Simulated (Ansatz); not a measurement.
Electronic density of states of amorphous Si14Zr8O44, density 3.29 g/cm³, on a 2×2×2 Γ-centred mesh with a Gaussian width of 0.1 eV; energies count from the Fermi level, whose place inside the gap is arbitrary. Cell and mesh are small, so fine structure isn't converged. Method: PBE, scalar-relativistic without spin-orbit coupling (plane waves to 420 eV, PAW; Ansatz, a quantum-chemistry and plane-wave program). Sampling: a 2×2×2 Γ-centred mesh; Fermi-Dirac width 0.02 eV; no spin polarisation. At PBE the levels at both edges of the gap are localised (band-tail or defect states), and the nearest spread-out levels lie 4.5 eV apart at the zone centre.

It comes from a melt-quench run on a machine-learned potential (CHGNet), relaxed afterwards by DFT. O atoms were pushed apart under 1.9 Å during the dynamics, to hinder bonds among them. The hot cell started wider than the set density and was brought back towards it in steps. It is the lowest in DFT energy of 2 quenches. It is a model cell: composition and starting density were chosen by hand, and all elements were melted together. No dispersion term was used. Its density started from a set value of 3.32 and ended at 3.29 g/cm³. Cooling (nominally 310 K/ps over its main leg) ran many orders faster than in experiment, which tends to leave more defects and strain. Values belong to this one cell and scatter from quench to quench. Volume and shape were free in the relaxation.

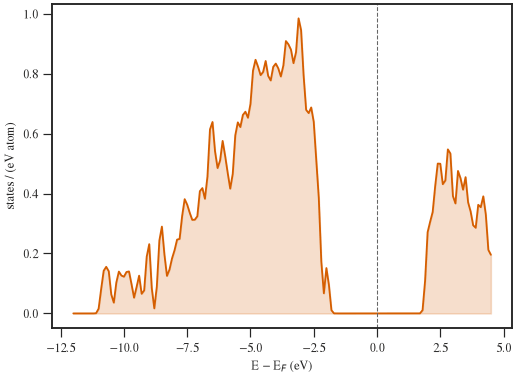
Figure. Density of states per atom

The gap between localised states on this mesh is 3.94 eV; the broadening fills part of it in the curve.
